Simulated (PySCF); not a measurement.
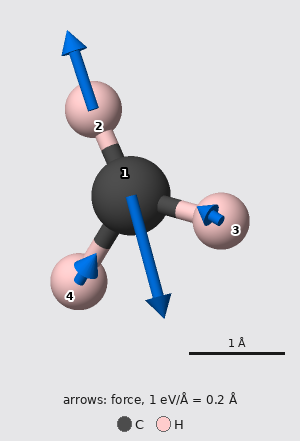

Starting geometry of CH₃ (charge +1) with the computed forces as blue arrows. Style: ball-and-stick. Shown at a tilt.

The start comes from GFN2-xTB. Its atoms were then displaced at random by about 0.03 Å.

All numbers below come from PBE0-D3(BJ)/def2-SVP geometry optimisation, gas phase (PySCF 2.14.0, density-fitted response routines). 

What follows when this structure is relaxed?

It isn't relaxed: the largest force vector, on C1, is 6.72 eV/Å. The final displacements follow the starting forces only in part (cosine between the two patterns 0.76). Over 7 geometry steps the energy falls by 34.8 kJ/mol. The largest move after the best rigid fit is that of C1, 0.070 Å. Largest moves by element: C 0.070 Å, H 0.062 Å. Near-neighbour distances that change, for instance: C1–H2 1.009 → 1.104 Å, C1–H4 1.178 → 1.104 Å, C1–H3 1.155 → 1.104 Å. Bond angles that change, for instance: H2–C1–H3 128.8° → 120.0°, H2–C1–H4 115.2° → 120.0°, H3–C1–H4 115.8° → 120.0°.
